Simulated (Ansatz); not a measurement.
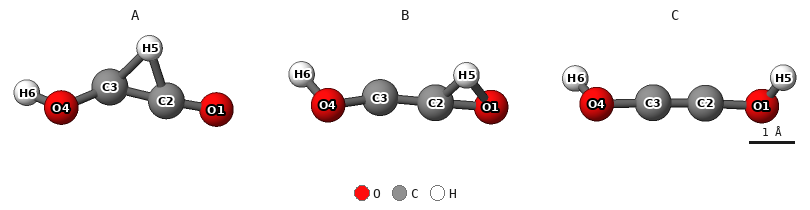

3 geometries from a converged minimum-energy path of C$_{2}$H$_{2}$O$_{2}$, shuffled. A ball-and-stick model, seen face on.

These are results of RKS PBE0-D4/def2-SVP (Ansatz), not measurements. Run with 5 movable images; climbing image; force threshold 0.05 eV/Å; iteration limit 60; starting path through a guess of the saddle point.

Which frame is the top of the path?

Answer. B. In order along the path, whose images run from 0 to 6: C (image 0, 0.0 kJ/mol), B (image 2, +238.8 kJ/mol), A (image 4, +40.4 kJ/mol). A hydrogen atom shifts from one atom to another. Breaking: O1–H5 (0.97 → 1.37 at the top → 3.14 Å). Forming: C3–H5 (3.00 → 2.14 at the top → 1.10 Å).

Cost: 2.3 min on 1 thread of Arm Neoverse V1, with other jobs on the host, peak memory 0.24 GiB.
